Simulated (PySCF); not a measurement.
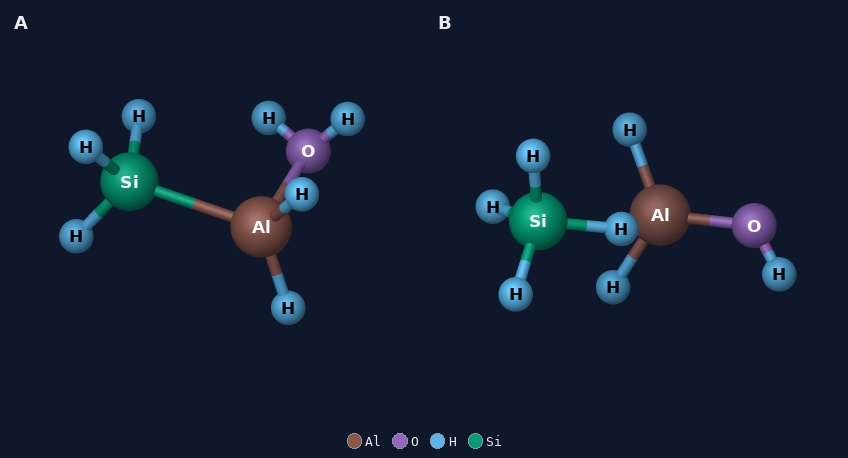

2 stationary structures of one formula. Geometries: PBE0-D4/def2-TZVP. Electronic energies: CCSD(T)/CBS (MP2 limit from def2-TZVPP and def2-QZVPP plus CCSD(T) − MP2) (PySCF 2.14.0), without zero-point energy. No frequency run is at hand to confirm each as a minimum. Each is one conformer, not always the lowest.

> Which structure is the most stable?

B is lowest; A lies 0.639 eV above it.

Give E(B) − E(A) in eV at these levels too: ωB97M-V/def2-TZVPP; PBE0-D4/def2-TZVPP; B3LYP-D4/def2-TZVPP; r2SCAN-D4/def2-TZVPP; SPW92 (LDA)/def2-TZVPP; RHF-CCSD(T) (frozen core)/def2-SVP; B3LYP-D4/6-31G; PBE0-D4/def2-TZVP.

```json
{"level": "ωB97M-V/def2-TZVPP", "E(B) − E(A) (eV)": "−0.681"}
{"level": "PBE0-D4/def2-TZVPP", "E(B) − E(A) (eV)": "−0.485"}
{"level": "B3LYP-D4/def2-TZVPP", "E(B) − E(A) (eV)": "−0.703"}
{"level": "r2SCAN-D4/def2-TZVPP", "E(B) − E(A) (eV)": "−0.607"}
{"level": "SPW92 (LDA)/def2-TZVPP", "E(B) − E(A) (eV)": "−0.389"}
{"level": "RHF-CCSD(T) (frozen core)/def2-SVP", "E(B) − E(A) (eV)": "−0.489"}
{"level": "B3LYP-D4/6-31G", "E(B) − E(A) (eV)": "−0.115"}
{"level": "PBE0-D4/def2-TZVP", "E(B) − E(A) (eV)": "−0.519"}
```
